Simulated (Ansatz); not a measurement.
**One shape, several levels: HCl (SMILES Cl)**

Aim: a comparison of 6 runs (HF/6-31G*, PBE0/3-21G, revPBE/3-21G, PBE/6-31G*, r2SCAN/6-31G*, FCI/3-21G) of HCl. 

The results are computed with Ansatz 0.2.0.

56 further runs of the same task are left out: 2 that didn't finish, 54 set aside as unsound or not needed.

## (1) The structure to begin with

HCl: 2 atoms, total charge 0, spin state singlet. As SMILES, `Cl`. The H2–Cl1 distance was set to 1.599 Å, away from the relaxed value.

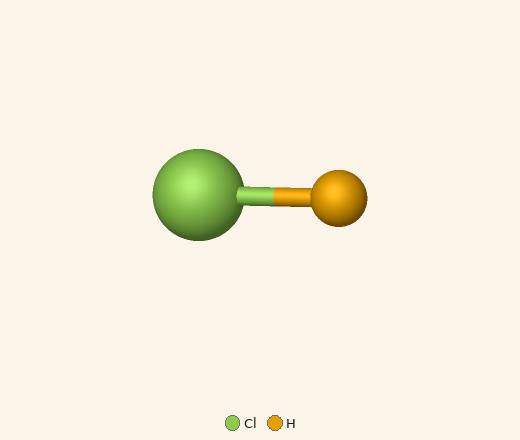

The structure, seen from a chosen angle (chlorine green, hydrogen amber).

## (2) A single-point energy at HF/6-31G(d) (spherical functions) (run 1)

Input file molecule.yaml:

```yaml
crystal:
  periodic: [false, false, false]
  atoms:
    - {symbol: Cl, position_ang: [0.819009, -0.267753, 0.421205]}
    - {symbol: H, position_ang: [-0.546000, 0.178500, -0.280800]}
basis:
  gaussian: {orbitals: 6-31G_st_-spherical.json}
hamiltonian: {xc: hf}
accuracy: high
```

The basis set 6-31G* is read from a file made from the Basis Set Exchange's data (not shown).

Launch:

```
$ ansatz run molecule.yaml --threads 1 --pin off --max-ram 2610MiB --events-out events.jsonl --progress --plain --runs-dir runs
```

Standard output:

```text
Warning: RAYON_NUM_THREADS=1 ignored (pool sized by the plan → 1); use --threads N
Functional definition: HF
  name "HF"
  exchange = exact_x
  correlation = 0
319 factors; integrals over basis functions are off by at most 3.1e-9 eV
mean field evaluation 1: about -12516.9990 eV, gradient 1.2e1 eV
mean field evaluation 2: about -12517.0001 eV, gradient 1.2e1 eV
mean field evaluation 4: about -12517.6875 eV, gradient 9.7e-1 eV
mean field evaluation 8: about -12517.6940 eV, gradient 5.7e-4 eV
mean field -12517.69396220 eV, -460.0167683132 hartree, gradient 3.3e-8 eV, S^2 0.000000; 0 other end points of the search recorded, 0 dependent functions left out
reference -12517.69396220 eV, -460.0167683132 hartree; 9, 9 occupied and 11, 11 virtual orbitals, 319 factors
Total energy: -12517.69396220 eV, -460.0167683132 hartree
```

Run time: 0.1 s. Hardware: 1 thread of Arm Neoverse V2, shared host.

## (3) The energy at PBE0/3-21G (run 2)

Input file input.yaml:

```yaml
crystal:
  periodic: [false, false, false]
  atoms:
    - {symbol: Cl, position_ang: [0.819009, -0.267753, 0.421205]}
    - {symbol: H, position_ang: [-0.546000, 0.178500, -0.280800]}
basis:
  gaussian: {orbitals: 3-21G.json}
hamiltonian: {xc: pbe0}
accuracy: high
```

The basis set 3-21G is read from a file made from the Basis Set Exchange's data (not shown).

Launch:

```
$ ansatz run input.yaml --threads 1 --pin off --max-ram 2610MiB --events-out events.jsonl --progress --plain --runs-dir runs
```

Standard output:

```text
Warning: RAYON_NUM_THREADS=1 ignored (pool sized by the plan → 1); use --threads N
Functional definition: PBE0
  name "PBE0"
  parameter a = 0.25
  parameter kappa = 0.804
  parameter beta = 0.06672455060314922
  exchange = (1 - a)*pbe_x(kappa = kappa, mu = beta*pi^2/3) + a*exact_x
  correlation = pbe_c(beta = beta)
259 factors; integrals over basis functions are off by at most 3.8e-9 eV
mean field evaluation 1: about -12472.8981 eV, gradient 1.2e1 eV
mean field evaluation 2: about -12472.7260 eV, gradient 1.6e1 eV
mean field evaluation 4: about -12473.5698 eV, gradient 2.7e-2 eV
mean field evaluation 8: about -12473.5680 eV, gradient 3.9e-4 eV
mean field -12473.56801802 eV, -458.3951697741 hartree, gradient 2.0e-8 eV, S^2 0.000000; 0 other end points of the search recorded, 0 dependent functions left out
reference -12473.56801921 eV, -458.3951698180 hartree; 9, 9 occupied and 6, 6 virtual orbitals, 259 factors
Total energy: -12473.56801921 eV, -458.3951698180 hartree
```

It took 0.32 s on 1 thread of Arm Neoverse V2, shared host.

Runs 3 to 4 aren't shown in full; the table further down has their settings and results.

## (4) A single-point energy at r2SCAN/6-31G(d) (spherical functions) (run 5)

Edit molecule.yaml of step 2 so:

```diff
@@ -6,4 +6,6 @@
 basis:
-  gaussian: {orbitals: 6-31G_st_-spherical.json}
-hamiltonian: {xc: hf}
+  gaussian:
+    orbitals: 6-31G_st_-spherical.json
+hamiltonian:
+  xc: {name: r2SCAN}
 accuracy: high
```

The basis set 6-31G* is read from a file made from the Basis Set Exchange's data (not shown).

Launch:

```
$ ansatz run molecule.yaml --threads 1 --pin off --max-ram 2610MiB --events-out events.jsonl --progress --plain --runs-dir runs
```

Standard output:

```text
Warning: RAYON_NUM_THREADS=1 ignored (pool sized by the plan → 1); use --threads N
Functional definition: r2SCAN
  name "r2SCAN"
  parameter k0 = 0.174
  parameter k1 = 0.065
  parameter a1 = 4.9479
  exchange = r2scan_x(k0 = k0, k1 = k1, a1 = a1)
  correlation = r2scan_c
319 factors; integrals over basis functions are off by at most 3.1e-9 eV
mean field evaluation 1: about -12536.1354 eV, gradient 1.1e1 eV
mean field evaluation 2: about -12535.5243 eV, gradient 1.7e1 eV
mean field evaluation 4: about -12536.5847 eV, gradient 2.3e-1 eV
mean field evaluation 8: about -12536.5802 eV, gradient 2.1e-3 eV
mean field -12536.58024780 eV, -460.7108265074 hartree, gradient 3.3e-8 eV, S^2 0.000000; 0 other end points of the search recorded, 0 dependent functions left out
reference -12536.58024814 eV, -460.7108265198 hartree; 9, 9 occupied and 11, 11 virtual orbitals, 319 factors
Total energy: -12536.58024814 eV, -460.7108265198 hartree
```

Wall time 1.1 s (1 thread of Arm Neoverse V2, shared host); peak memory 0.09 GiB.

## (5) A single-point energy at FCI/3-21G (run 6)

Input file run.yaml:

```yaml
crystal:
  periodic: [false, false, false]
  atoms:
    - symbol: Cl
      position_ang: [0.819009, -0.267753, 0.421205]
    - symbol: H
      position_ang: [-0.546000, 0.178500, -0.280800]
basis:
  gaussian: {orbitals: 3-21G.json}
correlation: {method: fci, frozen_orbitals: {Cl: 5, H: 0}}
accuracy: high
```

The basis set 3-21G is read from a file made from the Basis Set Exchange's data (not shown).

Launch:

```
$ ansatz run run.yaml --threads 1 --pin off --max-ram 2610MiB --events-out events.jsonl --progress --plain --runs-dir runs
```

Standard output:

```text
Warning: RAYON_NUM_THREADS=1 ignored (pool sized by the plan → 1); use --threads N
[... 4 set-up lines as earlier in the session ...]
259 factors; integrals over basis functions are off by at most 3.8e-9 eV
mean field evaluation 1: about -12457.7724 eV, gradient 1.1e1 eV
mean field evaluation 2: about -12457.7717 eV, gradient 1.1e1 eV
mean field evaluation 4: about -12458.4513 eV, gradient 8.1e-1 eV
mean field evaluation 8: about -12458.4555 eV, gradient 5.1e-7 eV
mean field -12458.45550313 eV, -457.8397950957 hartree, gradient 2.2e-8 eV, S^2 0.000000; 0 other end points of the search recorded, 0 dependent functions left out
5 core orbitals not correlated: weight in the atoms' cores, before any rotation towards them, 1.000 or more for the frozen orbitals, at most 0.000 for the correlated occupied ones
reference -12458.45550313 eV, -457.8397950957 hartree; 4, 4 occupied and 6, 6 virtual orbitals, 259 factors
state -12460.44198222 eV, -457.9127968557 hartree
Total energy: -12460.44198222 eV, -457.9127968557 hartree
```

Run time: 0.49 s. Hardware: 1 thread of Arm Neoverse V2, shared host.

## (6) All runs side by side

```csv
run,level,frozen core orbitals,energy (Eh),wall time
1,HF/6-31G* (spherical functions),–,-460.016768,0.1 s
2,PBE0/3-21G,–,-458.395170,0.32 s
3,revPBE/3-21G,–,-458.463140,0.3 s
4,PBE/6-31G* (spherical functions),–,-460.553343,0.42 s
5,r2SCAN/6-31G* (spherical functions),–,-460.710827,1.1 s
6,FCI/3-21G,5,-457.912797,0.49 s
```

## (7) Results

| quantity | value |
| --- | --- |
| run 6: total energy | -457.91280 Eh |
| run 6: correlation energy (5 core orbitals frozen) | -73.0 mEh |

What this shows: Totals of different functionals can't be ranked against each other. All runs together took 2.7 s, the longest 1.1 s.
